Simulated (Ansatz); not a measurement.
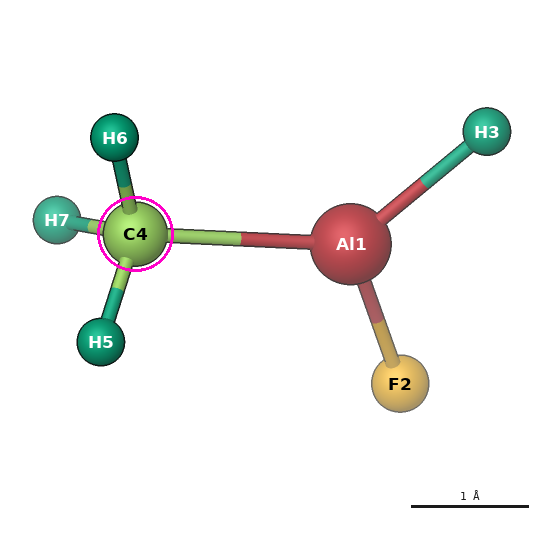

Orthographic view. Distant atoms are faded towards the background colour. The computed structure is the end point of a PBE0-D4/def2-TZVP optimisation.

Question: Name the neighbours of the circled atom.

Answer: The circled atom is C4; it is bonded to Al1, H5, H6, H7.

Question: Which atom is farthest from the viewer?

Answer: F2, 1.4 Å behind the mean position.

Question: Of C4 and H7, which is nearer the viewer?

Answer: C4; the bond to H7 points away from the viewer, so it looks shorter than its 1.09 Å.
